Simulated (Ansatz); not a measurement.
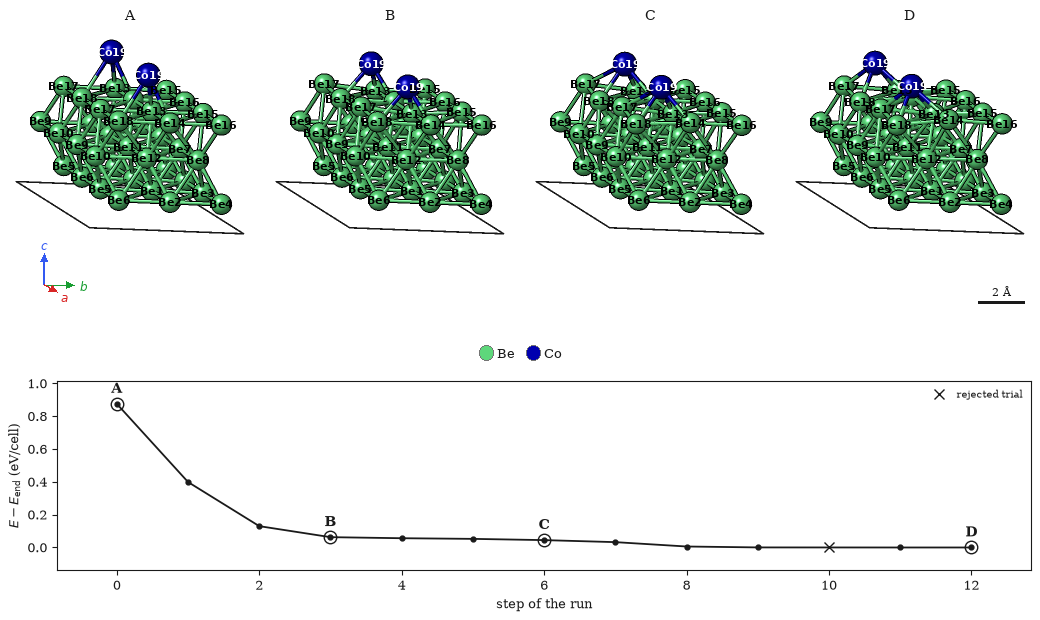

Frames of a constrained relaxation of a slab of composition Be₁₈Co, marked on the history of the run. Style: ball-and-stick. Shown: the 2 × 1 repeat of the cell, outlined in the plane, without the vacuum (origin shifted), slightly off an axis.

It is Co on Be(0001), set down by a guess. The run prepares an end point of a later path (adatom hop) calculation, from a guessed geometry. 6 atoms are held fixed.

Computed with DFT LDA, scalar-relativistic, plane waves, PAW in Ansatz.

Input
```yaml
crystal:
  lattice:
    - [4.58, 0.0, 0.0]
    - [3.435, 5.949595, 0.0]
    - [0.0, 0.0, 14.58843]
  atoms:
    - { symbol: Be, position: [0.0, 0.0, 0.0685475] }
    - { symbol: Be, position: [0.5, 0.0, 0.0685475] }
    - { symbol: Be, position: [0.0, 0.3333333, 0.0685475] }
    - { symbol: Be, position: [0.5, 0.3333333, 0.0685475] }
    - { symbol: Be, position: [0.0, 0.6666667, 0.0685475] }
    - { symbol: Be, position: [0.5, 0.6666667, 0.0685475] }
    - { symbol: Be, position: [-0.1666667, 0.2222222, 0.1915364] }
    - { symbol: Be, position: [0.3333333, 0.2222222, 0.1915364] }
    - { symbol: Be, position: [-0.1666667, 0.5555556, 0.1915364] }
    - { symbol: Be, position: [0.3333333, 0.5555556, 0.1915364] }
    - { symbol: Be, position: [-0.1666667, 0.8888889, 0.1915364] }
    - { symbol: Be, position: [0.3333333, 0.8888889, 0.1915364] }
    - { symbol: Be, position: [0.0, 0.0, 0.3145253] }
    - { symbol: Be, position: [0.5, 0.0, 0.3145253] }
    - { symbol: Be, position: [0.0, 0.3333333, 0.3145253] }
    - { symbol: Be, position: [0.5, 0.3333333, 0.3145253] }
    - { symbol: Be, position: [0.0, 0.6666667, 0.3145253] }
    - { symbol: Be, position: [0.5, 0.6666667, 0.3145253] }
    - { symbol: Co, position: [0.3042686, 0.905216, 0.4475074], spin: 1.0 }
magnetization:
  spin_polarized: true
basis:
  ecutwfc: 420.0
kpoints:
  mp_grid: { grid: [6, 4, 1] }
hamiltonian:
  xc: lda
scf:
  occupations: { method: gaussian, width: 0.05 }
  lower_state_search: "off"
relax:
  f_tol: 0.03
  max_steps: 60
  adjacent_minimum: "off"
  constraints: [{ sites: [0, 1, 2, 3, 4, 5] }]
output:
  write_density: true
  write_potential: true
  elf: true
  volumetric_format: npy
```

Command:
```bash
ansatz run input.yaml --threads 2 --pin off --max-ram 5120MiB --backend cpu --events-out ev --progress --plain --runs-dir out
```

What happens along the run?

Answer. The atom that moves furthest is Co19 (1.04 Å at 54° to the normal (−c side)). By element the largest moves are Co 1.04 Å, Be 0.22 Å. The lattice vectors keep their values. Some distances before and after: Be17–Co19 3.267 → 2.183 Å, Be18–Co19 2.405 → 1.972 Å, Be13–Be18 2.290 → 2.608 Å, Be13–Co19 2.285 → 1.983 Å. New bonds form: Be17–Co19 (3.27 → 2.18 Å). Bond angles that change, for instance: Be13–Co19–Be18 58.4° → 82.5°, Be14–Co19–Be18 57.4° → 62.7°, Be13–Co19–Be14 59.0° → 63.2°. After 11 accepted moves (12 points after the start) the energy has fallen by 0.876 eV per cell of the calculation. The largest force component goes from 2.7 to 0.019 eV/Å. The line search rejected the trial step at point 10 of the run. The run took 6.3 min on 2 threads of Arm Neoverse V1, with other jobs on the host, peak memory 0.91 GiB. From step 0 to 3: Co19 moves most (0.52 Å), energy −0.813 eV per cell of the calculation. From step 3 to 6: Co19 moves most (0.31 Å), energy −18.0 meV per cell of the calculation. From step 6 to 12: Co19 moves most (0.56 Å), energy −45.0 meV per cell of the calculation.

Limits of the set-up: the periodic images lie only 4.6 Å apart, so the values are limited by the cell's size.
